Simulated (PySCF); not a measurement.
The calculation's input:

```
{"job": {"kind": "nmr", "xc": "PBE0", "basis": "pcSseg-1"}, "charge": 0, "multiplicity": 1}
C      0.801640     0.284181     2.964409
C      0.589026     0.480434     1.795885
Si     0.318276     0.683177    -0.031256
Si     1.700743    -0.623874    -1.353900
N      3.045996     0.435534    -1.631317
C     -1.504358     0.042667    -0.316689
C     -2.542822     0.696290     0.575023
C     -1.389361    -1.405828    -0.147236
O     -0.686181    -2.125242    -0.824457
H      0.977883     0.124969     3.990189
H      0.198270     2.147244    -0.199301
H      1.207717    -0.872418    -2.708689
H      2.087454    -1.891140    -0.716267
H      3.511218     0.860572    -0.845489
H      3.739180     0.147992    -2.303248
H     -1.702553     0.260400    -1.368465
H     -2.318719     0.499821     1.621285
H     -2.545839     1.773509     0.427595
H     -3.542719     0.320315     0.358706
H     -1.950000    -1.827926     0.710185
```

Command:

```sh
OMP_NUM_THREADS=1 python probes_run.py task.json out
```

Geometry: GFN2-xTB.

Method: PBE0/pcSseg-1, SCF density, gas phase, non-relativistic (PySCF 2.14.0).

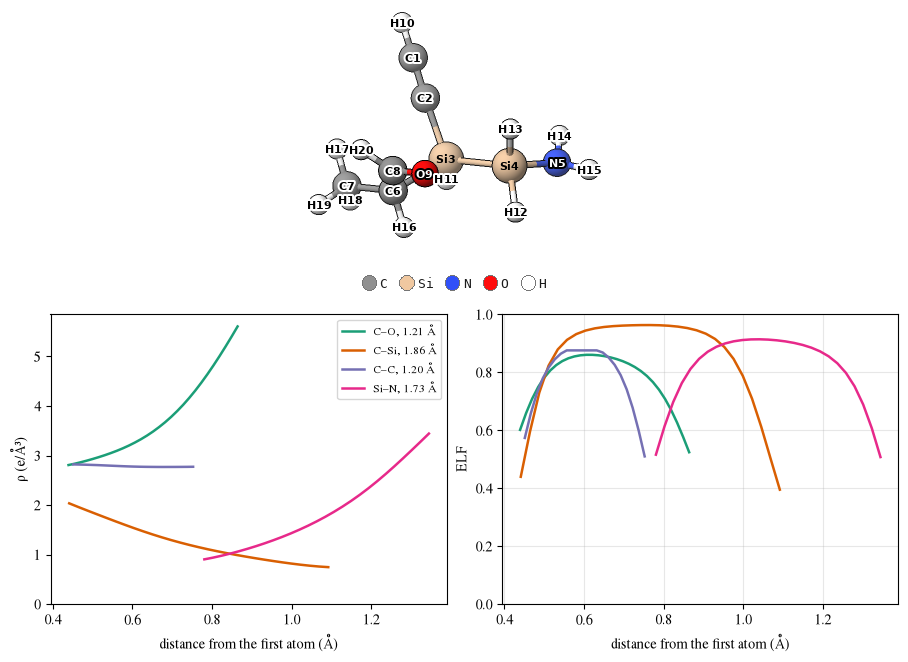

C5H11NOSi2. Total electron density and electron localisation function along straight lines between neighbouring atoms. The curves leave out the atomic cores. The structure is drawn too.

### Compare the contacts.

C–O (1.21 Å): ρ is about 3.3 e/Å³ halfway; the ELF peaks at about 0.85 between the atoms (a multiple bond).
C–Si (1.86 Å): ρ at the midpoint is about 0.9 e/Å³; the ELF peaks at about 0.95 between the atoms: a shared electron pair.
C–C (1.20 Å): the density is about 2.8 e/Å³ at the midpoint; the ELF peaks at about 0.90 between the atoms; a short, multiple covalent bond.
Si–N (1.73 Å): ρ at the midpoint is about 1.1 e/Å³; the ELF peaks at about 0.90 between the atoms: a polar covalent bond.
